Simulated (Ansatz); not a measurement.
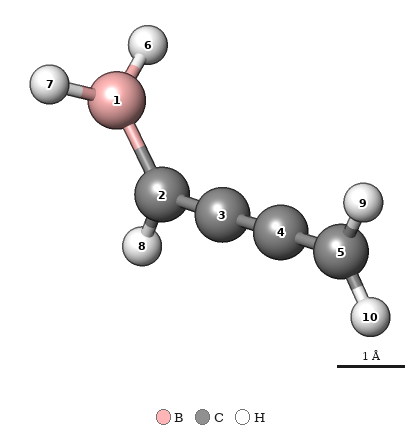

**Figure 1.** The structure as given in the input (ball-and-stick view, seen at a tilt; atoms are numbered from 1 in the order of the input). Bond lengths as drawn: B–C 1.57 Å, B–H 1.19 Å, C–C 1.26 to 1.30 Å and C–H 1.07 to 1.08 Å.

# Run report: C₄H₅B, phonon calculation

System: C₄H₅B.
Method: RHF/def2-mTZVP (Ansatz 0.2.0).

It belongs to a series of runs on one base structure; here: vibrations at the highest image of the band. Figures and captions count atoms from 1; the log counts them from 0 in places.

**What the program printed**
```
Engine: ansatz 0.2.0, aarch64-unknown-linux-gnu
Functional definition: HF
  exchange = exact_x
  correlation = 0
1119 factors; integrals over basis functions are off by at most 5.5e-4 eV
mean field evaluation 1: about -4867.0352 eV, gradient 3.0e1 eV
mean field evaluation 2: about -4867.4401 eV, gradient 3.0e1 eV
mean field evaluation 4: about -4870.4772 eV, gradient 3.7e0 eV
mean field evaluation 8: about -4870.5301 eV, gradient 2.4e-1 eV
mean field evaluation 16: about -4838.7344 eV, gradient 6.4e1 eV
mean field -4870.53037759 eV, -178.9886900125 hartree, gradient 1.9e-5 eV, S^2 0.000000; 0 other end points of the search recorded, 0 dependent functions left out
the calculation of the forces begins
reference -4870.53037759 eV, -178.9886900125 hartree; 17, 17 occupied and 93, 93 virtual orbitals, 1119 factors
these checks for a lower state are left out or cut short: stability, starts, cluster_reference, orbital_swaps, neighbouring_geometries, increment
1119 factors; integrals over basis functions are off by at most 5.5e-4 eV
mean field evaluation 32: about -4870.1245 eV, gradient 2.7e-3 eV
mean field -4870.53025412 eV, -178.9886854750 hartree, gradient 2.9e-6 eV, S^2 0.000000; 0 other end points of the search recorded, 0 dependent functions left out
[... from here on the field's lines of each further geometry are left out, up to the last ...]
the calculation of the forces begins
reference -4870.53036168 eV, -178.9886894275 hartree; 17, 17 occupied and 93, 93 virtual orbitals, 1119 factors
these checks for a lower state are left out or cut short: stability, starts, cluster_reference, orbital_swaps, neighbouring_geometries, increment
1119 factors; integrals over basis functions are off by at most 5.5e-4 eV
mean field -4870.53036433 eV, -178.9886895251 hartree, gradient 2.9e-6 eV, S^2 0.000000; 0 other end points of the search recorded, 0 dependent functions left out
the calculation of the forces begins
reference -4870.53036433 eV, -178.9886895251 hartree; 17, 17 occupied and 93, 93 virtual orbitals, 1119 factors
WARN: phonons: modes at or below zero, which the zero-point energy, F, S and C_V leave out: 1, the lowest at -345.29 cm⁻¹. A minimum has none, and a first-order saddle one
Total energy: -4870.53037759 eV, -178.9886900125 hartree
Atom 0 at    -1.250934    -1.904886     0.480673 Å, force    -0.000450    -0.000367    -0.000353 eV/Å
Atom 1 at     0.083103    -1.119769     0.726074 Å, force     0.000057    -0.000118    -0.000179 eV/Å
Atom 2 at     0.374429     0.024893     0.181910 Å, force     0.000434    -0.001949     0.001390 eV/Å
Atom 3 at     0.628132     1.132724    -0.360429 Å, force     0.001360     0.003366    -0.001561 eV/Å
Atom 4 at     0.903633     2.276494    -0.913186 Å, force     0.001674    -0.000756     0.001451 eV/Å
Atom 5 at    -1.326097    -2.704158    -0.392168 Å, force     0.000112     0.000244     0.000360 eV/Å
Atom 6 at    -2.187872    -1.733690     1.187154 Å, force    -0.000150     0.000237    -0.000013 eV/Å
Atom 7 at     0.814035    -1.557782     1.393484 Å, force    -0.000394    -0.000100    -0.000219 eV/Å
Atom 8 at     0.213012     2.754137    -1.583158 Å, force    -0.000712    -0.000116    -0.000357 eV/Å
Atom 9 at     1.831761     2.780937    -0.717352 Å, force    -0.001932    -0.000443    -0.000517 eV/Å
Dipole moment:     0.007445    -0.069432     0.046583 e Å
Vibrations: -345.29 134.99 215.67 313.80 460.79 513.10 611.51 830.85 848.21 1001.21 1017.55 1049.43 1118.30 1136.21 1325.11 1376.70 1576.65 1815.62 2351.12 2691.08 2758.87 3231.20 3286.89 3361.96 cm⁻¹, zero-point energy 2.047403 eV
```

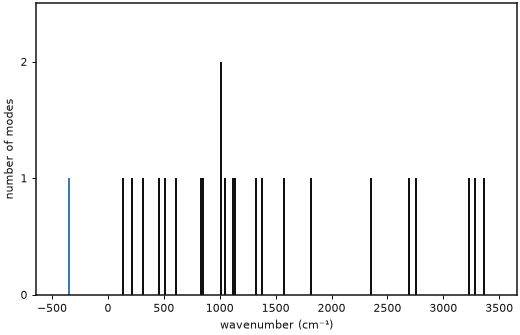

**Figure 2.** Harmonic vibrational wavenumbers from the force constants; neighbouring modes closer than 17 cm⁻¹ are counted in one stick, and imaginary ones are drawn at negative wavenumbers. 24 modes from 345i to 3362 cm⁻¹, 1 imaginary beyond 8i (345i cm⁻¹): a first-order saddle point, if the geometry is stationary.

This output came from the following input.

**The input**
```yaml
crystal:
  periodic: [false, false, false]
  atoms:
    - { symbol: B, position_ang: [-1.250934, -1.904886, 0.480673] }
    - { symbol: C, position_ang: [0.083103, -1.119769, 0.726074] }
    - { symbol: C, position_ang: [0.374429, 0.024893, 0.18191] }
    - { symbol: C, position_ang: [0.628132, 1.132724, -0.360429] }
    - { symbol: C, position_ang: [0.903633, 2.276494, -0.913186] }
    - { symbol: H, position_ang: [-1.326097, -2.704158, -0.392168] }
    - { symbol: H, position_ang: [-2.187872, -1.73369, 1.187154] }
    - { symbol: H, position_ang: [0.814035, -1.557782, 1.393484] }
    - { symbol: H, position_ang: [0.213012, 2.754137, -1.583158] }
    - { symbol: H, position_ang: [1.831761, 2.780937, -0.717352] }
basis:
  gaussian: { orbitals: def2-mTZVP }
hamiltonian:
  xc: hf
phonons: {}
```

Command:
```bash
ansatz run input.yaml --threads 2 --pin off --max-ram 3072MiB --backend cpu --events-out ev --progress --plain --runs-dir out
```

**Summary**

| quantity | value |
| --- | --- |
| outcome | converged |
| total energy | −4870.5304 eV |
| mean-field energy | −4870.5304 eV |
| largest force (length of the vector) | 0.004 eV/Å |
| hardware | 2 threads of Arm Neoverse V2, 24 GiB of memory available, shared host |
| wall time | 62 s (CPU time 1.9 min) |
| peak memory | 0.18 GiB |
